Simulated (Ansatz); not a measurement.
Starting cell, TaAs (NbAs type, space group I4_1md):

```
CELL_PARAMETERS angstrom
     -1.73159     1.73159     5.86738
      1.73159    -1.73159     5.86738
      1.73159     1.73159    -5.86738
ATOMIC_POSITIONS crystal
  Ta 0.99912 0.99912 0.00000
  Ta 0.74912 0.24912 0.50000
  As 0.41688 0.41688 0.00000
  As 0.16688 0.66688 0.50000
```

In this cell atom 2 (Ta, nearest neighbour As at 2.622 Å; its periodic images, 3.5 Å or more away, move with it) is moved by s along Cartesian z, unit vector (0.000, 0.000, 1.000); all other atoms and the cell stay fixed.

These are PBE (plane waves to 420 eV, PAW, scalar-relativistic; Ansatz, a quantum-chemistry and plane-wave program) values and carry that method's errors. k mesh 15×15×15 (Γ-centred), Fermi-Dirac smearing 0.05 eV. The energy includes the smearing's −TS. With partly filled bands, energies and forces of such displacements shift with the k mesh and the smearing. At this level the bands of TaAs touch or barely overlap. Spin-orbit coupling is left out, though Ta is heavy. TaAs is run without spin polarisation. TaAs was relaxed with its symmetry unable to fall. The PAW data are Ansatz's earlier set. The zero of ΔE is the undisplaced structure.

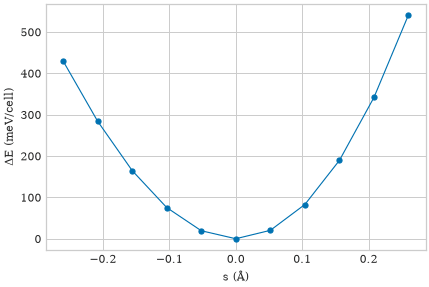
Fig. 1. ΔE (meV/cell) against s (Å); computed points joined by lines.

The energy at s = 0.260 Å is 541 meV/cell. The force along the line at s = -0.260 Å is 3.03 eV/Å and the force constant k = d²E/ds² at s = 0 (finite differences) is 14.7 eV/Å². Symmetry of the curve: not even: the positive side lies higher at ±0.260 Å. Shape of the curve: a single well with its minimum at or next to zero displacement.

The forces along the line at the two nearest points give (0.735 − (-0.788)) / (2·0.052) = 14.64 eV/Å²; the next pair corrects for the finite step.

(A displaced cell: forces are minus the slopes of the energy, force constants its curvatures, and phonons follow from these.)
